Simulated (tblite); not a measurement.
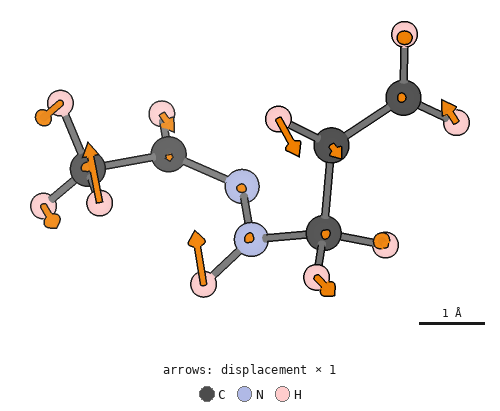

This is a relaxation of C$_{5}$H$_{10}$N$_{2}$. The starting structure is drawn; orange arrows show the displacements, at their true length. The two geometries are superimposed by the best rigid fit.

A ball-and-stick model, seen from a free direction.

All numbers below come from GFN2-xTB geometry optimisation, gas phase (tblite 0.8.0). 

Describe the change and its energy.

The largest move after the best rigid fit is that of an H atom, 1.05 Å. By element the largest moves are H 1.05 Å, C 0.32 Å, N 0.17 Å. Among the contacts that change: N–N 1.421 → 1.340 Å, C–H 1.129 → 1.086 Å, C–C 1.351 → 1.319 Å, C–N 1.430 → 1.450 Å. Bond angles that change, for instance: C–C–H 102.3° → 110.1°, C–N–N 122.7° → 115.1°, H–C–H 123.5° → 116.4°. Groups turn about C–C by about 40°. After 121 geometry steps the energy has fallen by 0.831 eV. The run took 0.57 s on 1 thread of Intel(R) Xeon(R) Platinum 8559C (shared host).
